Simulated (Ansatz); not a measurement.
# FeCuSO: one geometry, two states

An SCF can end in more than one state. Here FeCuSO, a database structure at a slightly changed volume, is run from each state found earlier: which lies lowest, and what else changes?

All numbers below are computed with Ansatz 0.2.0 (DFT, PBE, with U_eff = 4.56 eV on Fe d, plane waves, PAW).

## 1. The cell

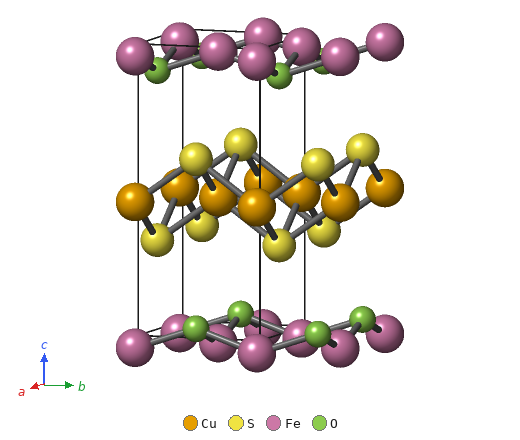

Viewed slightly off an axis; copper amber, sulfur yellow, iron pink, oxygen green. 2×2×1 cells are drawn.

It takes space group P4/nmm (No. 129, tetragonal). The conventional cell has a = 3.797 Å, b = 3.797 Å, c = 8.589 Å, α = 90.00°, β = 90.00°, γ = 90.00°. Cu (site symmetry -4m2) has 4 S at 2.32 Å as nearest neighbours. S (site symmetry 4mm) has 4 Cu at 2.32 Å as nearest neighbours. Around Fe (site symmetry -4m2) lie 4 O at 2.00 Å. O (site symmetry 4mm) is surrounded by 4 Fe at 2.00 Å.

In its conventional cell, by symmetry (the run takes the cell typed in the input):

```cif
data_structure
_symmetry_space_group_name_H-M 'P4/nmm:1'
_symmetry_Int_Tables_number 129
_cell_length_a 3.7971
_cell_length_b 3.7971
_cell_length_c 8.5889
_cell_angle_alpha 90.000
_cell_angle_beta 90.000
_cell_angle_gamma 90.000
_cell_volume 123.83
loop_
_atom_site_label
_atom_site_type_symbol
_atom_site_symmetry_multiplicity
_atom_site_Wyckoff_symbol
_atom_site_fract_x
_atom_site_fract_y
_atom_site_fract_z
_atom_site_occupancy
Cu1 Cu 2 b 0.00000 0.00000 0.50000 1
S1 S 2 c 0.50000 0.00000 0.34420 1
Fe1 Fe 2 a 0.50000 0.50000 0.00000 1
O1 O 2 c 0.50000 0.00000 0.92560 1
```

The states: A, Fe5 down, Fe6 down (collinear spin); B, Fe5 down, Fe6 up (collinear spin). Each run reads its own saved solution as saved_state.

## 2. Run from state A

Contents of input.yaml:

```yaml
crystal:
  lattice:
    - [3.79708435, 0.0, 0.0]
    - [0.0, 3.79708435, 0.0]
    - [0.0, 0.0, 8.5888679]
  atoms:
    - { symbol: Cu, position: [0.75, 0.25, 0.5], spin: 1.0 }
    - { symbol: Cu, position: [0.25, 0.75, 0.5], spin: 1.0 }
    - { symbol: S, position: [0.25, 0.25, 0.3442] }
    - { symbol: S, position: [0.75, 0.75, 0.6558] }
    - { symbol: Fe, position: [0.25, 0.75, 0.0], spin: -4.0 }
    - { symbol: Fe, position: [0.75, 0.25, 0.0], spin: -4.0 }
    - { symbol: O, position: [0.25, 0.25, 0.9256] }
    - { symbol: O, position: [0.75, 0.75, 0.0744] }
  symmetry: { detect: false, time_reversal: true }
kpoints:
  mp_grid: { grid: [6, 6, 3], shift: [0, 0, 0] }
magnetization:
  spin_polarized: true
scf:
  occupations: { method: fermi_dirac }
  lower_state_search: "off"
  max_iter: 200
hamiltonian:
  pseudopotentials: { kind: paw }
  xc: pbe
  hubbard: { projectors: atomic, sites: [{ species: Fe, l: d, u_eff: 4.56 }] }
basis:
  ecutwfc: 420
  fft_grid_basis: typed
output:
  forces: true
  stress: true
  eigenvalues: true
  bader: true
  populations: true
  elf: true
  write_potential: true
  volumetric_format: npy
  dos:
    e_range: [-12, 8]
    de: 0.05
    projected: { site_lists: { Cu: [Cu], Fe: [Fe], O: [O], S: [S] } }
checkpoint:
  read: saved_state
```

## 4. Run from state B

input.yaml: that of step 2 with these lines changed.

```diff
@@ -6,8 +6,8 @@
   atoms:
-    - { symbol: Cu, position: [0.75, 0.25, 0.5], spin: 1.0 }
-    - { symbol: Cu, position: [0.25, 0.75, 0.5], spin: 1.0 }
+    - { symbol: Cu, position: [0.75, 0.25, 0.5] }
+    - { symbol: Cu, position: [0.25, 0.75, 0.5] }
     - { symbol: S, position: [0.25, 0.25, 0.3442] }
     - { symbol: S, position: [0.75, 0.75, 0.6558] }
-    - { symbol: Fe, position: [0.25, 0.75, 0.0], spin: -4.0 }
-    - { symbol: Fe, position: [0.75, 0.25, 0.0], spin: -4.0 }
+    - { symbol: Fe, position: [0.25, 0.75, 0.0] }
+    - { symbol: Fe, position: [0.75, 0.25, 0.0] }
     - { symbol: O, position: [0.25, 0.25, 0.9256] }
@@ -17,2 +17,16 @@
   mp_grid: { grid: [6, 6, 3], shift: [0, 0, 0] }
+  band_path:
+    path:
+      - [0.0, 0.0, 0.0]
+      - [0.0, 0.5, 0.0]
+      - [0.5, 0.5, 0.0]
+      - [0.0, 0.0, 0.0]
+      - [0.0, 0.0, 0.5]
+      - [0.0, 0.5, 0.5]
+      - [0.5, 0.5, 0.5]
+      - [0.0, 0.0, 0.5]
+      - [0.0, 0.5, 0.0]
+      - [0.0, 0.5, 0.5]
+      - [0.5, 0.5, 0.0]
+    npoints: 6
 magnetization:
```

(Steps that only read results are left out.)

**Question.** What will these runs give? Wanted: for each run, free energy; largest site moment; size of the net moment; gap; pressure; largest force.

**Answer**, as computed:

```tsv
state	free energy (meV/atom)	largest site moment (μB)	size of the net moment (μB/cell)	gap (eV)	pressure (GPa)	largest force (eV/Å)	SCF cycles
A	36.4	3.38	8.34	metal	6.2	0.21	21
B	0.0	3.29	0.00	metal	4.8	0.30	12
```

**Reading.** State B wins by 36.4 meV per atom over A. At the same volume their pressures differ by 1.3 GPa. Every run converged, so convergence alone does not show that a state is the lowest.
